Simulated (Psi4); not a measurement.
# InNH2Cl (SMILES [NH2][In][Cl]) at 4 levels

Wanted: a comparison of 4 runs (UHF/STO-3G, U-wB97X-V/def2-SVP, UDSD-PBEP86/def2-SVP, UTPSSh/def2-SVP) of InNH2Cl. 

The results are computed with Psi4 1.11.

4 further runs of the same task are left out: 3 that didn't finish, 1 set aside as unsound or not needed.

## Step 1: The molecule

InNH2Cl has 5 atoms, charge 0, and is taken as a doublet. As SMILES, `[NH2][In][Cl]`. The In2–Cl3 distance was set to 3.553 Å, away from the relaxed value. At this shape a bond of the SMILES string is far longer than usual.

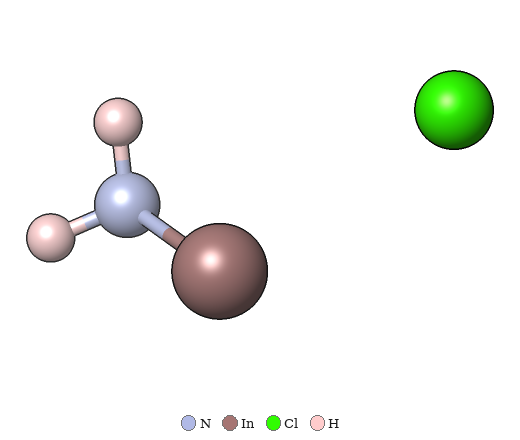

Viewed from a chosen angle; nitrogen light blue, indium brown, chlorine green, hydrogen pink.

## Step 2: Energy and forces at UHF/STO-3G (run 1)

The input, clh2inn.xyz:

```xyz
5
ClH2InN
N     -1.044142     1.305446    -1.079895
In    -1.313142    -0.720954    -0.739295
Cl     1.391500    -2.211500     1.018700
H     -1.901242     1.780646    -1.342695
H     -0.689242     1.760046    -0.242195
```

The input, run_ase.py:

```python
import numpy as np
from ase.calculators.psi4 import Psi4
from ase.io import read

atoms = read('clh2inn.xyz')
calc = Psi4(atoms=atoms, method='hf', basis='STO-3G', memory='2200MB', num_threads=1, charge=0, multiplicity=2, label='calc', reference='uhf')
calc.psi4.set_options({'puream': True, 'e_convergence': 1e-09, 'd_convergence': 1e-08, 'scf_type': 'pk', 'maxiter': 100})
atoms.calc = calc

forces = atoms.get_forces()
print(f'energy: {atoms.get_potential_energy():.6f} eV')
print('forces / eV A^-1')
print(np.round(forces, 5))
```

Launch:

```bash
$ python run_ase.py
```

calc.dat:

```text
[...]
  Running in c1 symmetry.
[...]
  Nuclear repulsion =  255.750561289725027
[...]
  Multiplicity = 2
[...]
  Nalpha       = 38
  Nbeta        = 37
[...]
    Number of basis functions: 43
[...]
   @UHF iter   1: -6191.73751800208265   -3.57710e+00   1.77746e-02 DIIS/ADIIS
[...]
   @UHF iter  25: -6192.29784757467951   -1.00044e-11   6.25175e-09 DIIS
[...]
   @S^2 Observed:                8.917378716E-01
[...]
    Orbital Energies [Eh]
    ---------------------
    Alpha Occupied:
       1A   -986.831472     2A   -145.970112     3A   -137.980571
       4A   -137.980528     5A   -137.979770     6A   -103.592919
       7A    -27.664117     8A    -24.681174     9A    -24.680904
      10A    -24.678016    11A    -16.548564    12A    -16.548559
      13A    -16.545844    14A    -16.545584    15A    -16.543869
      16A    -15.211863    17A    -10.287797    18A     -7.743312
      19A     -7.724546    20A     -7.724532    21A     -4.222662
      22A     -3.040310    23A     -3.039200    24A     -3.027389
      25A     -1.020105    26A     -0.941186    27A     -0.554483
      28A     -0.537788    29A     -0.535950    30A     -0.535748
      31A     -0.527629    32A     -0.513920    33A     -0.417860
      34A     -0.402037    35A     -0.355422    36A     -0.355140
[...]
  @UHF Final Energy: -6192.29784757467951
   => Energetics <=
    Nuclear Repulsion Energy =            255.7505612897250273
    One-Electron Energy =               -9088.7703952976535220
    Two-Electron Energy =                2640.7219864332478210
    Total Energy =                      -6192.2978475746804179
  UHF NO Occupations:
  HONO-2 :   36  A 1.9992795
  HONO-1 :   37  A 1.9272705
[...]
 Multipole Moments:
 ------------------------------------------------------------------------------------
     Multipole            Electronic (a.u.)      Nuclear  (a.u.)        Total (a.u.)
 ------------------------------------------------------------------------------------
 L = 1.  Multiply by 2.5417464519 to convert [e a0] to [Debye]
 Dipole X            :         -8.1739585            6.4615831           -1.7123754
 Dipole Y            :         -3.8280779            4.3347744            0.5066966
 Dipole Z            :         -3.9325444            3.4148799           -0.5176645
 Magnitude           :                                                    1.8592868
[...]
  -Total Gradient:
     Atom            X                  Y                   Z
    ------   -----------------  -----------------  -----------------
       1       -0.001134365719     0.069168733515    -0.000296314871
       2       -0.032571733663    -0.027928131570    -0.007065742499
       3        0.024212356831    -0.012226848932     0.015321598595
       4        0.010011964065    -0.014799077422    -0.000213729430
       5       -0.000518221695    -0.014214675527    -0.007745811337
[...]
```

On the terminal:

```text
energy: -168501.007108 eV
forces / eV A^-1
[[ 0.05833 -3.5568   0.01524]
 [ 1.67491  1.43612  0.36334]
 [-1.24505  0.62873 -0.78787]
 [-0.51484  0.761    0.01099]
 [ 0.02665  0.73095  0.39831]]
```

Run time: 7.5 s. Hardware: 1 thread of Intel Xeon at 2.50GHz (Skylake/Cascade Lake), shared host; peak memory 0.2 GiB.

## Step 3: A single-point energy at U-wB97X-V/def2-SVP (core potential) (run 2)

clh2inn.xyz is that of step 2.

The input, calc.py:

```python
import psi4

psi4.set_memory('2200 MB')
psi4.set_num_threads(1)
psi4.set_output_file('psi4.out', False)

with open('clh2inn.xyz') as f:
    atoms = ''.join(f.readlines()[2:])
geom = psi4.geometry('0 2\n' + atoms + 'symmetry c1\nno_reorient\nno_com')

options = {'basis': 'def2-SVP', 'reference': 'uks', 'puream': True, 'e_convergence': 1e-09, 'd_convergence': 1e-08, 'scf_type': 'pk', 'dft_radial_points': 99, 'dft_spherical_points': 590, 'maxiter': 100}
psi4.set_options(options)

energy_value = psi4.energy('wb97x-v')
print(f'total energy {energy_value:.8f} hartree = {energy_value * 27.211386:.5f} eV')
```

Launch:

```bash
$ python calc.py
```

psi4.out:

```text
[...]
    !!!  WARNING: ECP capability is in beta. Please check occupations closely.  !!!
[...]
  Running in c1 symmetry.
[...]
  Nuclear repulsion =  123.518662029254287
[...]
  Multiplicity = 2
[...]
  Nalpha       = 24
  Nbeta        = 23
[...]
    Number of basis functions: 68
[...]
   @UKS iter   1:  -705.61580006098097   -1.31442e+00   1.05944e-02 DIIS/ADIIS
[...]
   @UKS iter  25:  -705.94310218924682   -5.65024e-11   9.48294e-09 DIIS
[...]
   @S^2 Observed:                7.860744353E-01
[...]
    Orbital Energies [Eh]
    ---------------------
    Alpha Occupied:
       1A   -101.450519     2A    -14.410770     3A     -9.511352
       4A     -7.279357     5A     -7.262713     6A     -7.262585
       7A     -4.799902     8A     -3.211786     9A     -3.210659
      10A     -3.201182    11A     -0.966290    12A     -0.898255
      13A     -0.898157    14A     -0.891711    15A     -0.890459
      16A     -0.878830    17A     -0.877573    18A     -0.582027
      19A     -0.520842    20A     -0.423709    21A     -0.388891
      22A     -0.379678    23A     -0.379038    24A     -0.333775
    Alpha Virtual:
      25A      0.001305    26A      0.008991    27A      0.075077
[...]
  @UKS Final Energy:  -705.94310218924682
   => Energetics <=
    Nuclear Repulsion Energy =            123.5186620292542869
    One-Electron Energy =               -1292.4955073079177055
    Two-Electron Energy =                 500.8431858513250177
    DFT Exchange-Correlation Energy =     -37.9991730325043164
    Empirical Dispersion Energy =           0.0000000000000000
    VV10 Nonlocal Energy =                  0.1897302705958699
    Total Energy =                       -705.9431021892469289
[...]
 Multipole Moments:
 ------------------------------------------------------------------------------------
     Multipole            Electronic (a.u.)      Nuclear  (a.u.)        Total (a.u.)
 ------------------------------------------------------------------------------------
 L = 1.  Multiply by 2.5417464519 to convert [e a0] to [Debye]
 Dipole X            :         24.4182282          -26.1159395           -1.6977113
 Dipole Y            :         76.6198058          -75.6962303            0.9235756
 Dipole Z            :         13.3406571          -13.8922271           -0.5515700
 Magnitude           :                                                    2.0098370
[...]
```

The script printed:

```text
total energy -705.94310219 hartree = -19209.69025 eV
```

Wall time 3.8 min (1 thread of Intel Xeon at 2.50GHz (Skylake/Cascade Lake), shared host); peak memory 0.7 GiB.

Run 3 isn't shown in full; the table further down has it.

## Step 4: The energy at UTPSSh/def2-SVP (core potential) (run 4)

The input, calc.py:

```python
import psi4

psi4.set_memory(2200000000)
psi4.set_num_threads(1)
psi4.set_output_file('clh2inn.out', False)

m = psi4.geometry("""
0 2
N
In 1 2.072358
Cl 2 3.5535 1 113.12071
H 1 1.014642 2 113.009 3 -164.07964
H 1 1.017033 4 107.38364 2 -121.86895
symmetry c1
""")

options = {'basis': 'def2-SVP', 'reference': 'uks', 'puream': True, 'e_convergence': 1e-09, 'd_convergence': 1e-08, 'scf_type': 'pk', 'dft_radial_points': 99, 'dft_spherical_points': 590, 'maxiter': 100}
psi4.set_options(options)

E, wfn = psi4.energy("tpssh", molecule=m, return_wfn=True)
psi4.oeprop(wfn, "MAYER_INDICES", "QUADRUPOLE", "LOWDIN_CHARGES", title="TPSSH")
print(f'tpssh energy: {E:.10f} Eh')
```

Launch:

```bash
$ python calc.py
```

clh2inn.out:

```text
[...]
    !!!  WARNING: ECP capability is in beta. Please check occupations closely.  !!!
[...]
  Running in c1 symmetry.
[...]
  Nuclear repulsion =  123.518656896313857
[...]
  Multiplicity = 2
[...]
  Nalpha       = 24
  Nbeta        = 23
[...]
    Number of basis functions: 68
[...]
   @UKS iter   1:  -705.62058510973225   -9.38573e-01   1.32454e-02 DIIS/ADIIS
[...]
   @UKS iter  21:  -706.01816409861510   -4.09273e-12   3.27955e-09 DIIS
[...]
   @S^2 Observed:                7.620671509E-01
[...]
    Orbital Energies [Eh]
    ---------------------
    Alpha Occupied:
       1A   -101.284728     2A    -14.275030     3A     -9.307452
       4A     -7.066572     5A     -7.052947     6A     -7.052539
       7A     -4.627939     8A     -3.045592     9A     -3.044439
      10A     -3.036855    11A     -0.837586    12A     -0.755207
      13A     -0.755169    14A     -0.750200    15A     -0.748868
      16A     -0.739893    17A     -0.704491    18A     -0.474805
      19A     -0.411602    20A     -0.294613    21A     -0.277486
      22A     -0.244510    23A     -0.238289    24A     -0.237201
    Alpha Virtual:
      25A     -0.081739    26A     -0.073909    27A     -0.007803
[...]
  @UKS Final Energy:  -706.01816409861510
   => Energetics <=
    Nuclear Repulsion Energy =            123.5186568963138569
    One-Electron Energy =               -1292.6103305700262354
    Two-Electron Energy =                 510.5501736109858371
    DFT Exchange-Correlation Energy =     -47.4766640358885823
    Empirical Dispersion Energy =           0.0000000000000000
    VV10 Nonlocal Energy =                  0.0000000000000000
    Total Energy =                       -706.0181640986151024
[...]
 Multipole Moments:
 ------------------------------------------------------------------------------------
     Multipole            Electronic (a.u.)      Nuclear  (a.u.)        Total (a.u.)
 ------------------------------------------------------------------------------------
 L = 1.  Multiply by 2.5417464519 to convert [e a0] to [Debye]
 Dipole X            :         -0.7983899            1.2383142            0.4399242
 Dipole Y            :         45.7159466          -43.5188575            2.1970890
 Dipole Z            :         -1.3812412            0.2178119           -1.1634292
 Magnitude           :                                                    2.5247378
 L = 2.  Multiply by 1.3450342976 to convert [e a0^2] to [Debye ang]
 Quadrupole XX       :        -31.8925042            1.7633236          -30.1291806
 Quadrupole XY       :         -1.9660830            1.9087264           -0.0573566
[...]
```

The script printed:

```text
tpssh energy: -706.0181640986 Eh
```

Wall time 93 s (1 thread of Intel Xeon at 2.50GHz (Skylake/Cascade Lake), shared host); peak memory 1.3 GiB.

## Step 5: The series

```csv
run,level,task,core potential,energy (Eh),dipole moment (D),HOMO energy (eV),LUMO energy (eV),wall time
1,UHF/STO-3G,gradient,none,-6192.297848,4.73,-4.74,1.87,7.5 s
2,U-wB97X-V/def2-SVP (core potential),energy,def2,-705.943102,5.11,-8.44,-3.18,3.8 min
3,"UDSD-PBEP86/def2-SVP (core potential, density fitting for correlation)",energy,def2,-705.140377,–,-7.61,-2.84,34 s
4,UTPSSh/def2-SVP (core potential),energy,def2,-706.018164,6.42,-6.14,-5.06,93 s
```

## Step 6: What came out

```
                                 quantity          value
                      run 4: total energy  -706.01816 Eh
                     run 4: dipole moment         6.42 D
run 4: HOMO energy (highest over α and β)       -6.14 eV
 run 4: LUMO energy (lowest over α and β)       -5.06 eV
                              run 4: ⟨S²⟩          0.762
```

Over runs 1, 2, 4 the dipole moment (its size) runs from 4.73 D (UHF/STO-3G) to 6.42 D (UTPSSh/def2-SVP). The two ends differ in method and basis and core potential. Totals of different functionals can't be ranked against each other. Some runs of one species differ in core potentials or relativity; totals across that change don't compare. In run 1 the basis is minimal, so the values are rough. In run 1 relativity is left out where basis or elements ask for it. Spin contamination of the reference: run 1 ⟨S²⟩ = 0.89. All runs together took 6 min, the longest 3.8 min.
